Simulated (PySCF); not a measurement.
C3H12FPSi3

```xyz
20

F     0.4622    0.6831    1.6480
C     0.9346   -0.5416    1.1761
C     2.3098   -0.3254    0.5737
Si    2.1600    0.6502   -1.0657
P     0.5751   -0.5451   -2.1112
Si   -0.3025   -1.2179   -0.1552
C    -2.0849   -0.6810    0.2146
Si   -2.5033    1.1810    0.1581
H     0.9844   -1.1829    2.0637
H     2.9546    0.1847    1.2899
H     2.7485   -1.3040    0.3742
H     1.7952    2.0441   -0.8039
H     3.4163    0.5788   -1.8153
H    -0.2911    0.5034   -2.3376
H    -0.1644   -2.6877   -0.1169
H    -2.7218   -1.1969   -0.5032
H    -2.3574   -1.0684    1.1954
H    -2.0564    1.7455   -1.1200
H    -1.8993    1.8945    1.2760
H    -3.9645    1.2962    0.2301
```

Geometry: GFN2-xTB.

The calculation used PBE0/pcSseg-1, SCF density, gas phase, non-relativistic in PySCF 2.14.0.

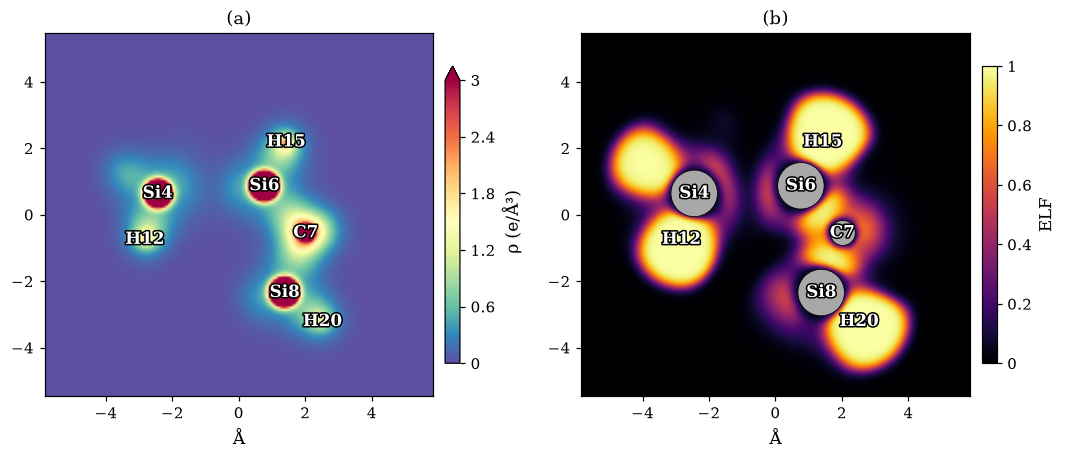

Figure 1. (a) electron density; (b) electron localisation function on the plane of atoms Si6, C7 and Si8. Grey discs cover the atomic cores in the ELF map.

What do the fields say about this system?

Answer. The plane passes through Si, C and H nuclei.
C–Si (1.90 Å): ρ at the midpoint is about 0.89 e/Å³; the ELF peaks at about 0.95 between the atoms, as expected for a shared electron pair.
C–Si (1.91 Å): the density is about 0.88 e/Å³ at the midpoint; the ELF peaks at about 0.95 between the atoms, as expected for a shared electron pair.

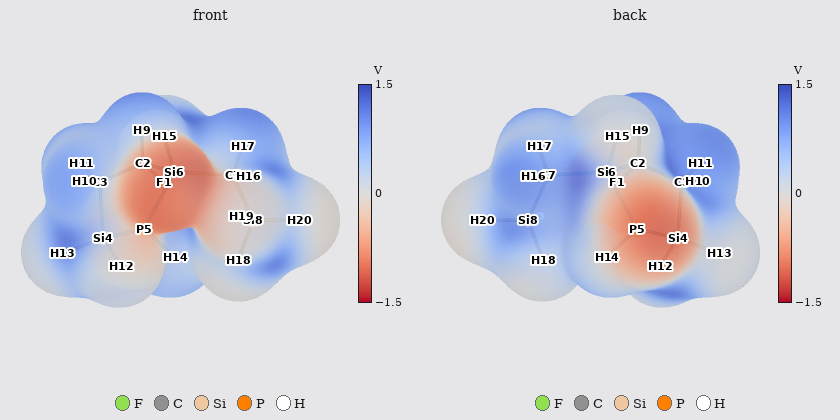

Figure 2. The molecular electrostatic potential painted on the density surface at 0.002 e/bohr³, seen from the front and from behind; the colour scale runs from red (negative) to blue (positive).

Describe the electrostatic potential map.

Answer. The most negative region (about −1.0 V, or −23 kcal/mol for a unit charge) lies over F1 and P5, the most positive (about +1.1 V, or +25 kcal/mol for a unit charge) over Si4 and Si6.

How polar is the molecule by this calculation?

Answer. Its dipole moment is 1.28 D.
